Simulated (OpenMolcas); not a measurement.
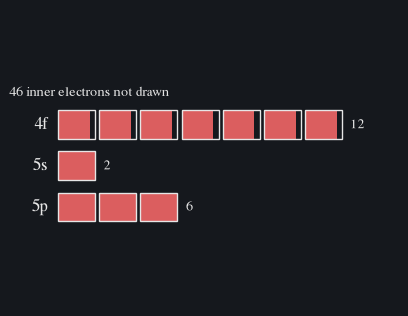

*The outer shells of the leading configuration of the lowest level: a box for each of the 2l + 1 orbitals, shaded by the share of the shell that is filled, with the electron count at the right.*

Multiconfigurational calculation, with input and output: Tm³⁺ complex

Tm³⁺ with 6 ligands (Cl; octahedron, 2.82 Å), neutralised by 6 outer point charges of +0.5 e, whose field is part of the energies. Computed at this level: state-averaged CASSCF, active space 12 electrons in the shell 4f, basis ANO-RCC-VDZP on the metal and ANO-RCC-VDZP on the ligands, DKH2 scalar Hamiltonian, spin-orbit coupling by RASSI with atomic mean-field integrals (OpenMolcas).

## Key numbers

```tsv
quantity	value
outcome	converged
energy of the lowest spin-free term	−16321.71556 hartree
energy of the lowest spin-orbit level	−16321.74754 hartree
largest spread among components of a term	0.0 cm⁻¹
hardware	1 thread of Arm Neoverse V2, 24 GiB of memory available, shared host
wall time	32 s
peak memory	0.6 GiB
```

## Notes

Without dynamic correlation the splittings between terms come out too large, often by 20 to 50 %. To bear in mind: distances are set from ionic radii, not optimised.

## Input file
```
&GATEWAY
Coord
7

Tm 0.0 0.0 0.0
Cl 2.820000 0.000000 0.000000
Cl 0.000000 2.820000 0.000000
Cl -2.820000 0.000000 0.000000
Cl 0.000000 -2.820000 0.000000
Cl 0.000000 0.000000 2.820000
Cl 0.000000 0.000000 -2.820000
Basis=Tm.ANO-RCC-VDZP,Cl.ANO-RCC-VDZP
Group=XYZ
NoMove
AngMom=0.0 0.0 0.0
AMFI
RICD
XField
3 Angstrom 0
5.220000 0.000000 0.000000 0.500000
0.000000 5.220000 0.000000 0.500000
0.000000 0.000000 5.220000 0.500000
&SEWARD
&RASSCF
FileOrb=start.orb
Symmetry=1
Spin=3
nActEl=12 0 0
Inactive=42 39
Ras2=0 7
CIRoot=21 21 1
SDav=21
CIMx=300
Iter=150 100
PrWF=0.3
OrbListing=Nothing
MaxOrb=0
LevShft=1.0
>>> COPY $Project.JobIph JOB001
&RASSCF
FileOrb=start.orb
Symmetry=1
Spin=1
nActEl=12 0 0
Inactive=42 39
Ras2=0 7
CIRoot=28 28 1
SDav=28
CIMx=300
Iter=150 100
PrWF=0.3
OrbListing=Nothing
MaxOrb=0
CIOnly
LevShft=1.0
>>> COPY $Project.JobIph JOB002
&RASSI
NrOfJobIphs=2 21 27
1 2 3 4 5 6 7 8 9 10 11 12 13 14 15 16 17 18 19 20 21
1 2 3 4 5 6 7 8 9 10 11 12 13 14 15 16 17 18 19 20 21 22 23 24 25 26 27
IphNames
JOB001
JOB002
EJob
SpinOrbit
DIPRint=1.0
SOCoupling=1000.0
Subsets=2
Property=9
'ANGMOM' 1 'ANGMOM' 2 'ANGMOM' 3 'MLTPL  1' 1 'MLTPL  1' 2 'MLTPL  1' 3
'AMFI' 1 'AMFI' 2 'AMFI' 3
SOProperty=3
'ANGMOM' 1 'ANGMOM' 2 'ANGMOM' 3
```

The file start.orb holds starting orbitals from an earlier step. A driver script formed the levels outside the program, from RASSI's spin-orbit matrix and the active-space energies, averaged over the components of each term or state.

Command:
```bash
OMP_NUM_THREADS=1 MOLCAS_MEM=2457 MOLCAS_PROJECT=a pymolcas a.inp > a.log  # once for each step of the input, in one work folder
```

## The program's output (extracts)
```
--- SEWARD ---
Basis set label: TM.ANO-RCC...7S6P4D2F1G.

      Electronic valence basis set:
      ------------------
      Associated Effective Charge  69.000000 au
      Associated Actual Charge     69.000000 au
      Nuclear Model: Point charge

      Shell  nPrim  nBasis  Cartesian Spherical Contaminant
         s      25       7        X
         p      22       6        X
         d      15       4                 X
         f      11       2                 X
         g       4       1                 X
                  Relativistic Douglas-Kroll-Hess integrals:
                    - DKH order of Hamiltonian: 2
                    - DKH order of Properties : 0
                  Atomic mean-field integrals
--- RASSCF ---
Wave function specifications:
      -----------------------------

      Number of closed shell electrons         162
      Number of electrons in active shells      12
      Max number of holes in RAS1 space          0
      Max nr of electrons in RAS3 space          0
      Number of inactive orbitals               81
      Number of active orbitals                  7
      Number of secondary orbitals              88
      Spin quantum number                      1.0
      State symmetry                             1
Orbital specifications:
      -----------------------

      Symmetry species                           1   2
                                                ag  au
      Frozen orbitals                            0   0
      Inactive orbitals                         42  39
      Active orbitals                            0   7
      RAS1 orbitals                              0   0
      RAS2 orbitals                              0   7
      RAS3 orbitals                              0   0
      Secondary orbitals                        48  40
      Deleted orbitals                           0   0
      Number of basis functions                 90  86
      Number of CSFs                            21
      Number of root(s) required                21
      Iter CI   SX   CI       RASSCF       Energy    max ROT     max BLB   max BLB  Level Ln srch  Step   QN
          iter iter root      energy       change     param      element    value   shift minimum  type update
 Nr of preliminary CI iterations:   1
      Total energies have been shifted. Add               -16000.00 au
        1   1    9    0  -321.14850210    0.00E+00  -4.18E-02   43  50 2  4.11E-01*  1.88   0.00    SX    NO
        2   1    9    0  -321.48438931   -3.36E-01* -3.26E-02   43  50 2 -1.72E-01*  1.36   0.00    SX    NO
        3   1    9    0  -321.60778567   -1.23E-01* -2.36E-02   43  50 2  1.03E-01*  1.49   0.00    SX    NO
        4   1    9    0  -321.64792785   -4.01E-02*  1.78E-02   42  45 1  7.01E-02*  1.32   0.00    SX    NO
        5   1    9    0  -321.66481528   -1.69E-02*  2.25E-02   42  45 1  5.23E-02*  1.38   1.19    QN   YES
        6   1    8    0  -321.67553662   -1.07E-02* -1.26E-02   42  45 1  2.48E-02*  1.34   1.60    LS   YES
        7   1    8    0  -321.67731156   -1.77E-03*  4.05E-03   41  48 2  1.07E-02*  1.31   1.07    QN   YES
        8   1    8    0  -321.67853095   -1.22E-03*  4.39E-03   12  56 2 -5.71E-03*  1.30   2.12    LS   YES
        9   1    8    0  -321.67900117   -4.70E-04* -8.99E-04   43  50 2 -8.90E-03*  1.30   1.03    QN   YES
       10   1    7    0  -321.67914709   -1.46E-04* -6.83E-04   33  78 2 -2.41E-03*  1.30   1.42    QN   YES
       11   1    7    0  -321.67918235   -3.53E-05* -3.82E-04   43  50 2  8.95E-04*  1.31   1.35    QN   YES
       12   1    7    0  -321.67919010   -7.76E-06*  2.19E-04   14  62 1 -5.75E-04*  1.31   1.38    QN   YES
       13   1    6    0  -321.67919201   -1.91E-06*  1.63E-04   20  57 1 -2.78E-04*  1.31   1.43    QN   YES
       14   1    6    0  -321.67919264   -6.32E-07*  1.06E-04   15  60 2  1.61E-04*  1.31   1.53    QN   YES
       15   1    5    0  -321.67919286   -2.16E-07*  3.52E-05   14  62 1  9.38E-05   1.31   1.33    QN   YES
       16   1    5    0  -321.67919290   -4.23E-08*  1.16E-05   10  54 2 -2.79E-05   1.31   1.38    QN   YES
       17   1    5    0  -321.67919291   -1.05E-08*  7.09E-06   33  78 2 -1.77E-05   1.31   1.41    QN   YES
       18   1    5    0  -321.67919291   -3.57E-09   4.51E-06   14  62 1 -1.25E-05   1.31   1.33    QN   YES
      Convergence after 18 iterations
       19   1    5    0  -321.67919292   -9.57E-10   4.51E-06   10  54 2  5.49E-06   1.31   1.33    QN   YES
      Natural orbitals and occupation numbers for root  1
      sym 2:   1.345052   1.719435   2.000000   1.345052   1.935513   1.719435   1.935513
      Natural orbitals and occupation numbers for root  2
      sym 2:   2.000000   1.935629   1.719156   1.345215   1.935629   1.719156   1.345215
      Natural orbitals and occupation numbers for root  3
      sym 2:   1.344148   1.721368   1.344148   2.000000   1.934484   1.934484   1.721368
::    RASSCF root number  1 Total energy: -16321.71556194
::    RASSCF root number  2 Total energy: -16321.71556194
::    RASSCF root number  3 Total energy: -16321.71556194
::    RASSCF root number  4 Total energy: -16321.71543787
::    RASSCF root number  5 Total energy: -16321.71543787
::    RASSCF root number  6 Total energy: -16321.71527621
::    RASSCF root number  7 Total energy: -16321.71527621
::    RASSCF root number  8 Total energy: -16321.71527621
::    RASSCF root number  9 Total energy: -16321.71493386
::    RASSCF root number 10 Total energy: -16321.71493386
::    RASSCF root number 11 Total energy: -16321.71493386
::    RASSCF root number 12 Total energy: -16321.67924518
::    RASSCF root number 13 Total energy: -16321.67924518
::    RASSCF root number 14 Total energy: -16321.67924518
::    RASSCF root number 15 Total energy: -16321.67924207
::    RASSCF root number 16 Total energy: -16321.67911615
::    RASSCF root number 17 Total energy: -16321.67911615
::    RASSCF root number 18 Total energy: -16321.67911615
::    RASSCF root number 19 Total energy: -16321.54684447
::    RASSCF root number 20 Total energy: -16321.54684447
::    RASSCF root number 21 Total energy: -16321.54684447
--- RASSCF ---
Wave function specifications:
      -----------------------------

      Number of closed shell electrons         162
      Number of electrons in active shells      12
      Max number of holes in RAS1 space          0
      Max nr of electrons in RAS3 space          0
      Number of inactive orbitals               81
      Number of active orbitals                  7
      Number of secondary orbitals              88
      Spin quantum number                      0.0
      State symmetry                             1
Orbital specifications:
      -----------------------

      Symmetry species                           1   2
                                                ag  au
      Frozen orbitals                            0   0
      Inactive orbitals                         42  39
      Active orbitals                            0   7
      RAS1 orbitals                              0   0
      RAS2 orbitals                              0   7
      RAS3 orbitals                              0   0
      Secondary orbitals                        48  40
      Deleted orbitals                           0   0
      Number of basis functions                 90  86
      Number of CSFs                            28
      Number of root(s) required                28
      Iter CI   SX   CI       RASSCF       Energy    max ROT     max BLB   max BLB  Level Ln srch  Step   QN
          iter iter root      energy       change     param      element    value   shift minimum  type update
 Nr of preliminary CI iterations:   1
        1   1    0    0-16321.59443240    0.00E+00   0.00E+00   45  52 2 -8.02E-03*  0.00   0.00    SX    NO
      Natural orbitals and occupation numbers for root  1
      sym 2:   1.190339   1.850577   1.188224   1.846842   1.962558   1.999999   1.961462
      Natural orbitals and occupation numbers for root  2
      sym 2:   1.201459   1.983173   1.986900   1.229322   1.780442   1.818846   1.999857
      Natural orbitals and occupation numbers for root  3
      sym 2:   1.789511   1.999958   1.986143   1.222526   1.984142   1.810235   1.207486
::    RASSCF root number  1 Total energy: -16321.67487382
::    RASSCF root number  2 Total energy: -16321.67487382
::    RASSCF root number  3 Total energy: -16321.67487382
::    RASSCF root number  4 Total energy: -16321.67405607
::    RASSCF root number  5 Total energy: -16321.67405607
::    RASSCF root number  6 Total energy: -16321.67400295
::    RASSCF root number  7 Total energy: -16321.67400295
::    RASSCF root number  8 Total energy: -16321.67400295
::    RASSCF root number  9 Total energy: -16321.67392761
::    RASSCF root number 10 Total energy: -16321.58842788
::    RASSCF root number 11 Total energy: -16321.58842788
::    RASSCF root number 12 Total energy: -16321.58792114
::    RASSCF root number 13 Total energy: -16321.58792114
::    RASSCF root number 14 Total energy: -16321.58792114
::    RASSCF root number 15 Total energy: -16321.56149147
::    RASSCF root number 16 Total energy: -16321.56149147
::    RASSCF root number 17 Total energy: -16321.56144701
::    RASSCF root number 18 Total energy: -16321.56144701
::    RASSCF root number 19 Total energy: -16321.56144701
::    RASSCF root number 20 Total energy: -16321.56128538
::    RASSCF root number 21 Total energy: -16321.56094455
::    RASSCF root number 22 Total energy: -16321.56094455
::    RASSCF root number 23 Total energy: -16321.56094455
::    RASSCF root number 24 Total energy: -16321.56083038
::    RASSCF root number 25 Total energy: -16321.56083038
::    RASSCF root number 26 Total energy: -16321.56083038
::    RASSCF root number 27 Total energy: -16321.56073446
::    RASSCF root number 28 Total energy: -16321.34014978
--- RASSI ---
SPIN-FREE ENERGIES:
  (Shifted by EMIN (a.u.) =     -16321.7155619376)

 SF State       Relative EMIN(au)   Rel lowest level(eV)    D:o, cm**(-1)

     1             0.0000000000        0.0000000000              0.0000
     2             0.0000000000        0.0000000000              0.0000
     3             0.0000000000        0.0000000000              0.0000
     4             0.0001240717        0.0033761627             27.2306
     5             0.0001240717        0.0033761627             27.2306
     6             0.0002857279        0.0077750510             62.7100
     7             0.0002857279        0.0077750510             62.7100
     8             0.0002857279        0.0077750510             62.7100
     9             0.0006280802        0.0170909318            137.8477
    10             0.0006280802        0.0170909318            137.8477
    11             0.0006280802        0.0170909318            137.8477
    12             0.0363167555        0.9882292604           7970.6065
    13             0.0363167555        0.9882292604           7970.6065
    14             0.0363167555        0.9882292604           7970.6065
    15             0.0363198708        0.9883140327           7971.2903
    16             0.0364457833        0.9917402858           7998.9248
    17             0.0364457833        0.9917402858           7998.9248
    18             0.0364457833        0.9917402858           7998.9248
    22             0.0406881356        1.1071805734           8930.0136
    23             0.0406881356        1.1071805734           8930.0136
    24             0.0406881356        1.1071805734           8930.0136
    25             0.0415058838        1.1294326343           9109.4885
    26             0.0415058838        1.1294326343           9109.4885
    27             0.0415590089        1.1308782423           9121.1482
    28             0.0415590089        1.1308782423           9121.1482
    29             0.0415590089        1.1308782423           9121.1482
    30             0.0416343461        1.1329282731           9137.6828
    31             0.1271340750        3.4594944193          27902.7042
    32             0.1271340750        3.4594944193          27902.7042
    33             0.1276408166        3.4732835605          28013.9212
    34             0.1276408166        3.4732835605          28013.9212
    35             0.1276408166        3.4732835605          28013.9212
    36             0.1540704854        4.1924714882          33814.5630
    37             0.1540704854        4.1924714882          33814.5630
    38             0.1541149472        4.1936813557          33824.3212
    39             0.1541149472        4.1936813557          33824.3212
    40             0.1541149472        4.1936813557          33824.3212
    41             0.1542765787        4.1980795717          33859.7952
    42             0.1546174041        4.2073539031          33934.5978
    43             0.1546174041        4.2073539031          33934.5978
Eigenvalues of complex Hamiltonian:
   -----------------------------------
  (Shifted by EMIN (a.u.) =     -16321.7155619376)

 SO State       Relative EMIN(au)   Rel lowest level(eV)    D:o, cm**(-1)

     1            -0.0319774073        0.0000000000              0.0000
     2            -0.0319089334        0.0018632680             15.0283
     3            -0.0319089334        0.0018632679             15.0283
     4            -0.0319089334        0.0018632681             15.0283
     5            -0.0318290230        0.0040377409             32.5666
     6            -0.0318290230        0.0040377410             32.5666
     7            -0.0318290230        0.0040377408             32.5666
     8            -0.0316958185        0.0076624217             61.8016
     9            -0.0314867598        0.0133511976            107.6847
    10            -0.0314867598        0.0133511978            107.6847
    11            -0.0314867598        0.0133511976            107.6847
    12            -0.0314535712        0.0142543068            114.9687
    13            -0.0314535711        0.0142543070            114.9687
    14            -0.0014172195        0.8315850742           6707.1860
    15            -0.0014172195        0.8315850743           6707.1860
    16            -0.0014172195        0.8315850742           6707.1860
    17            -0.0009896863        0.8432188438           6801.0186
    18            -0.0009896863        0.8432188440           6801.0186
    19            -0.0009512460        0.8442648574           6809.4553
    20            -0.0009512460        0.8442648575           6809.4553
    21            -0.0009512460        0.8442648573           6809.4553
    22            -0.0008944252        0.8458110307           6821.9260
    23             0.0062525054        1.0402889205           8390.4960
    24             0.0062525054        1.0402889206           8390.4960
    25             0.0062525054        1.0402889205           8390.4960
    26             0.0063053845        1.0417278339           8402.1016
    27             0.0063053845        1.0417278337           8402.1016
    28             0.0064804717        1.0464921980           8440.5288
    29             0.0064804717        1.0464921978           8440.5288
    30             0.0064804717        1.0464921976           8440.5288
    31             0.0066262164        1.0504581153           8472.5161
    32             0.0066262165        1.0504581154           8472.5161
    33             0.0066262165        1.0504581156           8472.5161
    34             0.0289541520        1.6580321931          13372.9315
    35             0.0289541520        1.6580321931          13372.9315
    36             0.0289827028        1.6588090998          13379.1977
    37             0.0289827028        1.6588090999          13379.1977
    38             0.0289827028        1.6588091000          13379.1977
    39             0.0291047774        1.6621309194          13405.9900
    40             0.0291047774        1.6621309194          13405.9900
    41             0.0291047774        1.6621309195          13405.9900
Weights of the five most important spin-orbit-free states for each spin-orbit state.

 SO State  Total energy (au)           Spin-free states, spin, and weights
 -------------------------------------------------------------------------------------------------------
    1        -0.031977       3 1.0  0.3310    1 1.0  0.3310    2 1.0  0.3310   48 0.0  0.0065   11 1.0  0.0002
    2        -0.031909       3 1.0  0.2454    2 1.0  0.2005    4 1.0  0.1706    1 1.0  0.1354    5 1.0  0.1300
    3        -0.031909       3 1.0  0.2750    1 1.0  0.2159    4 1.0  0.1653    5 1.0  0.1353    2 1.0  0.0905
    4        -0.031909       2 1.0  0.2904    1 1.0  0.2300    5 1.0  0.1856    4 1.0  0.1150    3 1.0  0.0609
    5        -0.031829       4 1.0  0.2957    8 1.0  0.1524    7 1.0  0.1454    5 1.0  0.1267    1 1.0  0.1037
    6        -0.031829       5 1.0  0.3276    6 1.0  0.1444    8 1.0  0.1169    3 1.0  0.1098    4 1.0  0.0948
    7        -0.031829       4 1.0  0.2430    5 1.0  0.1793    6 1.0  0.1534    7 1.0  0.1160    2 1.0  0.1125
    8        -0.031696       6 1.0  0.3312    8 1.0  0.3312    7 1.0  0.3312   41 0.0  0.0065   13 1.0  0.0000
    9        -0.031487      11 1.0  0.3243    9 1.0  0.3045    6 1.0  0.1298    7 1.0  0.0939    5 1.0  0.0599
   10        -0.031487      10 1.0  0.3208   11 1.0  0.2379    8 1.0  0.1364    7 1.0  0.1127    9 1.0  0.0973
   11        -0.031487      10 1.0  0.3080    9 1.0  0.2543    6 1.0  0.1192   11 1.0  0.0939    8 1.0  0.0874
   12        -0.031454       9 1.0  0.4243   11 1.0  0.2339    8 1.0  0.1194    7 1.0  0.0970   10 1.0  0.0839
```

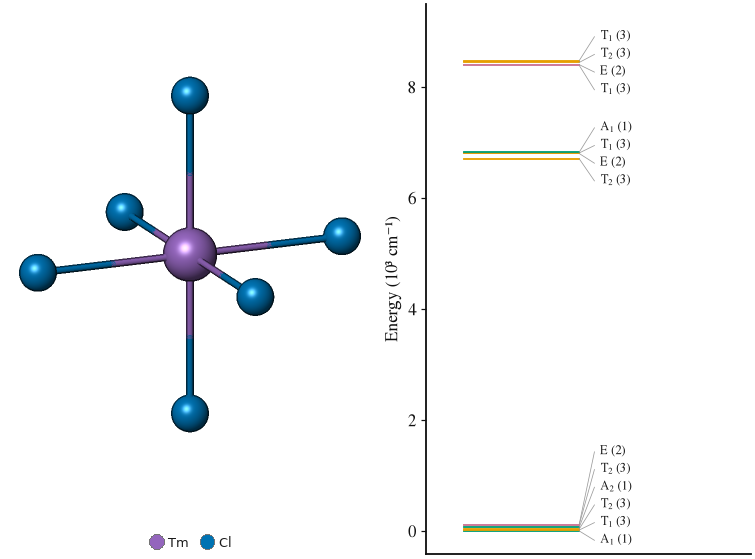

*Tm³⁺ (4f¹²) with 6 ligands, Cl⁻, at 2.82 Å (arrangement: octahedron, Oh), neutralised by outer point charges of +0.5 e, and its levels. Labels give the representation in O, Td, D4 or D3 as the site allows (double group for half-integer spin) where it could be assigned and, in brackets, the degeneracy; spin-free states, where drawn, share the zero of the spin-orbit levels.*

The ground level is A₁, non-degenerate, 99 % from states of spin multiplicity 3 (of the 28 states of multiplicity 1, 27 enter the spin-orbit step). The next level lies at 15 cm⁻¹ (T₁). The lowest J multiplet spreads over 115 cm⁻¹. The active orbitals hold 100 % metal character (Löwdin), and the Mulliken charge of the metal is +2.06.
